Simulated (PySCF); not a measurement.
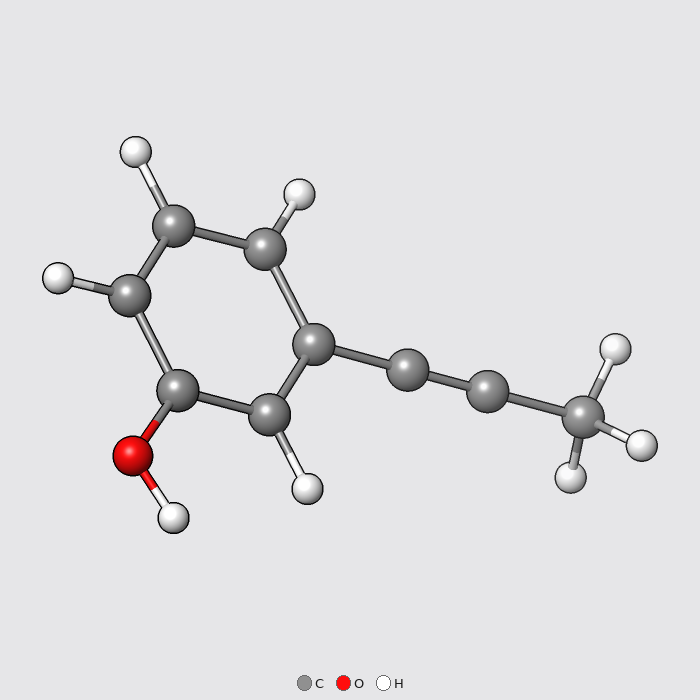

The geometry was computed by an optimisation with PBE0-D3(BJ)/def2-SVP. No frequency run is at hand to confirm it as a minimum.

What does the picture show?

It has 18 atoms: 9 carbon, 8 hydrogen and 1 oxygen (C9H8O). SMILES: `CC#Cc1cccc(O)c1`. Independent rings (smallest set): 1 of 6 members, 1 of them aromatic. Among its groups: phenol, alkyne. Coordination: 1 C tetrahedral; 2 C linear; 6 C trigonal planar; 1 O bent.

More results for the same structure follow; atom numbers are the same in all pictures, views and colours differ.

Geometry

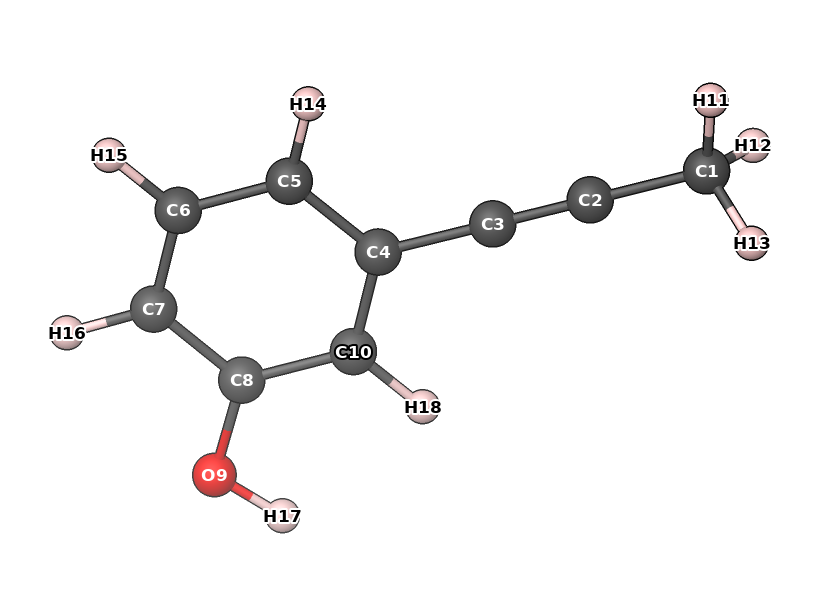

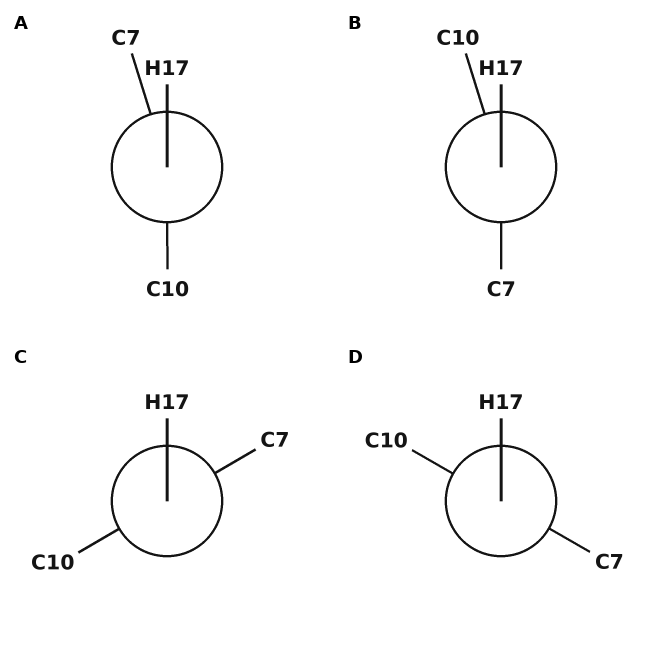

Distant atoms are faded towards the background colour. Bonds that would overlap in a projection are set slightly apart. No frequency run is at hand to confirm it as a minimum.

> Which Newman projection shows the view along O9–C8, with O9 in front?

B. The torsion angle H17–O9–C8–C7 is 180°, antiperiplanar (anti).

Levels of theory compared

No frequency run is at hand to confirm it as a minimum. Program: PySCF 2.14.0.

Tabulate HOMO–LUMO gap (eV), HOMO energy (eV) at these levels: CAM-B3LYP/def2-SVPD; CAM-B3LYP/def2-SVPD in chloroform (IEF-PCM); CAM-B3LYP/def2-SVPD in dichloromethane (IEF-PCM); PBE0/pcSseg-1 in chloroform (IEF-PCM); PBE0/pcSseg-1 in dichloromethane (IEF-PCM).

```csv
level,HOMO–LUMO gap (eV),HOMO energy (eV)
CAM-B3LYP/def2-SVPD,7.72,−7.57
CAM-B3LYP/def2-SVPD in chloroform (IEF-PCM),7.74,−7.63
CAM-B3LYP/def2-SVPD in dichloromethane (IEF-PCM),7.74,−7.66
PBE0/pcSseg-1 in chloroform (IEF-PCM),5.55,−6.49
PBE0/pcSseg-1 in dichloromethane (IEF-PCM),5.55,−6.52
```

NMR shielding

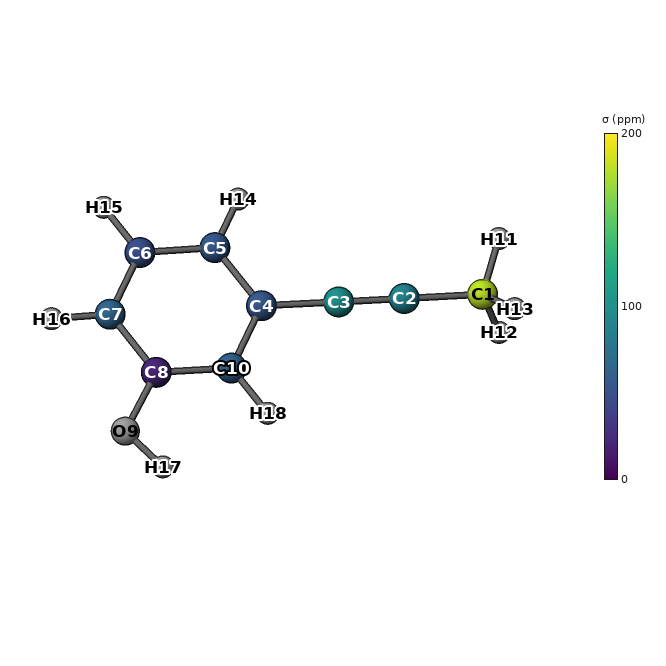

Atoms are coloured by their isotropic NMR shieldings (C only, the others grey). No frequency run is at hand to confirm it as a minimum. Level of theory: GIAO PBE0/pcSseg-1 NMR shielding, non-relativistic, IEF-PCM chloroform (PySCF 2.14.0).

List the isotropic NMR shieldings of the C atoms.

```csv
atom,σ (ppm)
C1,179.6
C2,87.9
C3,99.9
C4,54.7
C5,55.0
C6,48.8
C7,65.2
C8,22.5
C10,62.7
```

Charges

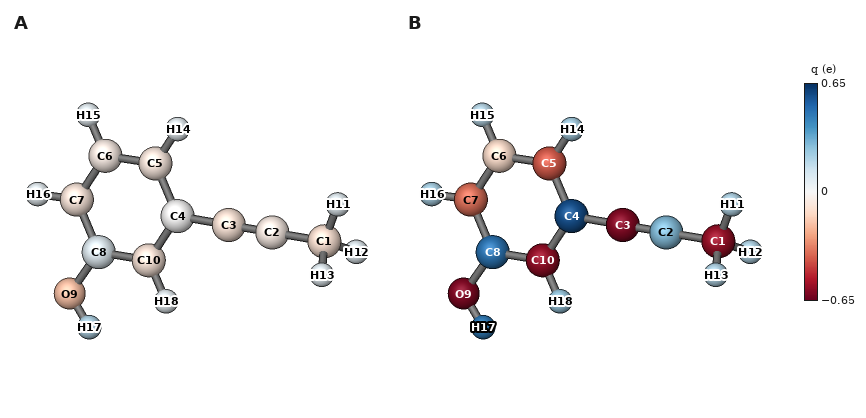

Atomic charges of one calculation by 2 schemes, on one colour scale. No frequency run is at hand to confirm it as a minimum. Computed with PBE0/pcSseg-1 in chloroform (IEF-PCM) (PySCF 2.14.0).

> The schemes are ESP-fitted, Hirshfeld. Which panel shows which?

A Hirshfeld, B ESP-fitted.

List the charges (e), one line for each set of equivalent atoms.

```csv
atom,Hirshfeld,ESP-fitted
C1,−0.09,−0.56
C2,−0.05,0.28
C3,−0.08,−0.60
C4,0.00,0.57
C5,−0.07,−0.40
C6,−0.05,−0.11
C7,−0.07,−0.36
C8,0.07,0.47
O9,−0.19,−0.60
C10,−0.08,−0.57
H11,0.07,0.19
H12,0.07,0.19
H13,0.07,0.19
H14,0.05,0.21
H15,0.06,0.18
H16,0.05,0.21
H17,0.19,0.46
H18,0.05,0.24
```
